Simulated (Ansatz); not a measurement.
**GeH3F (fluorogermane): r2SCAN0/STO-3G**

Aim: the electronic atomisation energy of GeH3F (fluorogermane) at r2SCAN0/STO-3G, from 4 runs. 

Program for the calculation: Ansatz 0.2.0.

59 further runs of the same task are left out: 11 that didn't finish, 48 set aside as unsound or not needed.

### 1 The system as given

GeH3F has 5 atoms, charge 0, and is taken as a singlet. As SMILES, `[F][GeH3]`. The coordinates come from a PBE0-D4/def2-TZVP relaxation.

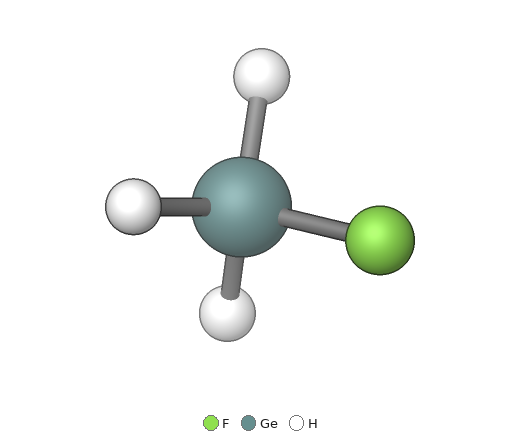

The structure, seen from a chosen angle (fluorine green, germanium teal, hydrogen white).

### 2 A single-point energy at r2SCAN0/STO-3G

The input, molecule.yaml:

```yaml
crystal:
  periodic: [false, false, false]
  atoms:
    - {symbol: F, position_ang: [-1.046500, 0.474300, 1.162200]}
    - {symbol: Ge, position_ang: [0.068200, -0.041600, -0.072800]}
    - {symbol: H, position_ang: [1.331000, -0.512000, 0.658600]}
    - {symbol: H, position_ang: [-0.627800, -1.178000, -0.831200]}
    - {symbol: H, position_ang: [0.325100, 1.183600, -0.958100]}
basis:
  gaussian:
    orbitals: STO-3G
magnetization:
  spin_polarized: false
hamiltonian:
  xc: {name: r2SCAN0}
accuracy: high
```

Started as:

```
$ ansatz run molecule.yaml --threads 1 --pin off --max-ram 2610MiB --events-out events.jsonl --progress --plain --runs-dir runs
```

Output:

```text
Warning: RAYON_NUM_THREADS=1 ignored (pool sized by the plan → 1); use --threads N
Functional definition: r2SCAN0
  name "r2SCAN0"
  parameter a = 0.25
  parameter k0 = 0.174
  parameter k1 = 0.065
  parameter a1 = 4.9479
  exchange = (1 - a)*r2scan_x(k0 = k0, k1 = k1, a1 = a1) + a*exact_x
  correlation = r2scan_c
388 factors; integrals over basis functions are off by at most 2.2e-8 eV
mean field evaluation 1: about -58593.6280 eV, gradient 1.8e1 eV
mean field evaluation 2: about -58593.9082 eV, gradient 1.7e1 eV
mean field evaluation 4: about -58594.9754 eV, gradient 2.2e-1 eV
mean field evaluation 8: about -58594.9439 eV, gradient 3.3e-3 eV
mean field evaluation 16: about -58594.9439 eV, gradient 2.7e-8 eV
mean field -58594.94391175 eV, -2153.3244716775 hartree, gradient 2.7e-8 eV, S^2 0.000000; 0 other end points of the search recorded, 0 dependent functions left out
reference -58594.94391203 eV, -2153.3244716876 hartree; 22, 22 occupied and 4, 4 virtual orbitals, 388 factors
Total energy: -58594.94391203 eV, -2153.3244716876 hartree
```

It took 3.3 s on 1 thread of Arm Neoverse V1, shared host; peak memory 0.14 GiB.

### 3 The F atom

The input, input.yaml:

```yaml
crystal:
  periodic: [false, false, false]
  atoms:
    - {symbol: F, position_ang: [0.000000, 0.000000, 0.000000]}
basis:
  gaussian:
    orbitals: STO-3G
magnetization:
  spin_polarized: true
  initial_magnetization: 1
hamiltonian:
  xc: {name: r2SCAN0}
accuracy: high
```

Run the same way, it converges to -98.26148 Eh (log not shown).

### 4 The Ge atom

The input, input.yaml:

```yaml
crystal:
  periodic: [false, false, false]
  atoms:
    - {symbol: Ge, position_ang: [0.000000, 0.000000, 0.000000]}
basis:
  gaussian:
    orbitals: STO-3G
accuracy: high
magnetization:
  spin_polarized: true
  initial_magnetization: 2
hamiltonian:
  xc: {name: r2SCAN0}
```

Run the same way, it converges to -2052.98005 Eh (log not shown).

### 5 The H atom at the same level

The input, input.yaml:

```yaml
crystal:
  periodic: [false, false, false]
  atoms:
    - {symbol: H, position_ang: [0.000000, 0.000000, 0.000000]}
basis:
  gaussian: {orbitals: STO-3G}
magnetization: {spin_polarized: true, initial_magnetization: 1}
hamiltonian: {xc: {name: r2SCAN0}}
accuracy: high
```

Started as:

```
$ ansatz run input.yaml --threads 1 --pin off --max-ram 2610MiB --events-out events.jsonl --progress --plain --runs-dir runs
```

Output:

```text
Warning: RAYON_NUM_THREADS=1 ignored (pool sized by the plan → 1); use --threads N
[... 8 set-up lines as earlier in the session ...]
1 factors; integrals over basis functions are off by at most 4.6e-10 eV
mean field evaluation 1: about -12.6938 eV, gradient 0.0e0 eV
mean field evaluation 2: about -12.6938 eV, gradient 0.0e0 eV
mean field -12.69384000 eV, -0.4664900157 hartree, gradient 0.0e0 eV, S^2 0.750000; 0 other end points of the search recorded, 0 dependent functions left out
reference -12.69384034 eV, -0.4664900281 hartree; 1, 0 occupied and 0, 1 virtual orbitals, 1 factors
Total energy: -12.69384034 eV, -0.4664900281 hartree
```

Run time: 0.32 s. Hardware: 1 thread of Arm Neoverse V1, shared host.

### 6 What came out

Level: r2SCAN0/STO-3G.

| quantity | value |
| --- | --- |
| molecule: total energy | -2153.32447 Eh |
| F atom: total energy | -98.26148 Eh |
| F atom: ⟨S²⟩ | 0.750 |
| Ge atom: total energy | -2052.98005 Eh |
| Ge atom: ⟨S²⟩ | 2.128 |
| H atom: total energy | -0.46649 Eh |
| H atom: ⟨S²⟩ | 0.750 |
| electronic atomisation energy | 18.598 eV |

**Reading.** Taking the molecule apart into free atoms costs 18.60 eV (1794 kJ/mol), before zero-point energy and without spin-orbit coupling. In a minimal basis such a difference can be off by several eV, whatever the method. ⟨S²⟩ (Ge atom) is 2.13 where a pure triplet has 2.00: the reference is spin-contaminated.
